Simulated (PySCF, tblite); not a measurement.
# C₆H₈FSi radical: geometry, infrared bands and EPR parameters

Wanted: the infrared bands and EPR parameters of C₆H₈FSi radical (`CC#C[SiH]1C[C](F)C1`), by calculation.

The runs use tblite 0.8.0 and PySCF 2.14.0, with density-fitted response routines of our own; the level of theory stands in each step. All values are computed, except where a source is named. Atoms are numbered from 0 throughout.

## Step 1: The molecule as given

16 atoms, charge 0, multiplicity 2; geometry from: force field or distance geometry start.

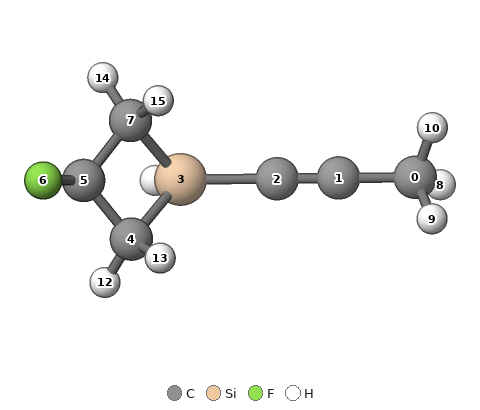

As it starts; carbon grey, silicon light orange, fluorine green, hydrogen white, atoms numbered.

## Step 2: Geometry optimisation with GFN2-xTB

Job settings and geometry (Å):

```
{"job": {"kind": "relax", "xc": "GFN2-xTB", "basis": "xTB"}, "charge": 0, "multiplicity": 2}
C      3.671300    -0.450000    -0.012700
C      2.232000    -0.244000    -0.286300
C      1.076000    -0.089100    -0.490600
Si    -0.738500     0.172500    -0.834200
C     -1.915300    -1.098500    -0.100200
C     -2.748300     0.019300     0.410200
F     -3.642500    -0.154900     1.393700
C     -1.710200     1.096100     0.473000
H      4.245300    -0.406600    -0.938900
H      3.835600    -1.422900     0.457400
H      4.041200     0.323500     0.661000
H     -1.062800     0.559000    -2.221700
H     -2.442300    -1.715400    -0.829300
H     -1.503400    -1.730000     0.683700
H     -2.098400     2.076300     0.159500
H     -1.247600     1.177600     1.464100
```

The run is started by

```sh
OMP_NUM_THREADS=1 python probes_run.py task.json out
```

This one command runs all jobs of the session in turn.

**Question.** This job is followed by: GFN2-xTB harmonic vibrations, gas phase; UKS B3LYP, pcH-1 on C F H Si, non-relativistic, mean-field spin-orbit, GIAO. Predict these results of the whole session: strongest single infrared mode (GFN2-xTB); zero-point energy (GFN2-xTB); g(iso) (B3LYP); ⟨S²⟩; largest a(iso) (averaged by class); potential on the surface of density 0.002 e/bohr³, 1st and 99th percentile.

The runs gave:

| quantity | value |
| --- | --- |
| strongest single infrared mode (GFN2-xTB) | 2258 cm⁻¹, 374 km/mol |
| zero-point energy (GFN2-xTB) | 71.7 kcal/mol |
| g(iso) (B3LYP) | 2.00330 |
| ⟨S²⟩ | 0.753 (exact 0.75) |
| largest a(iso) (averaged by class) | 13C on C5, 226.6 MHz |
| potential on the surface of density 0.002 e/bohr³, 1st and 99th percentile | -1.11 V and 1.08 V |

In words: The optimisation took 80 steps and gained 0.310 eV; among the close pairs (by a distance rule), Si3–C7 changed most, from 1.872 to 1.926 Å. The lowest mode is imaginary (27i cm⁻¹), so the xTB geometry is not a minimum: the zero-point energy counts the real modes alone, and all values at this geometry belong to a saddle point. The strongest single mode, at 2258 cm⁻¹, moves mainly H11. GFN2-xTB is a fitted tight-binding method: band positions and strengths are rough. Its intensities can rank the bands wrongly. Most of the unpaired spin sits on C5 (0.86 e). The isotropic g lies 1.0 ppt above the free-electron value. The conformer search found further structures of the same energy, which may be mirror or relabelled copies of this one.
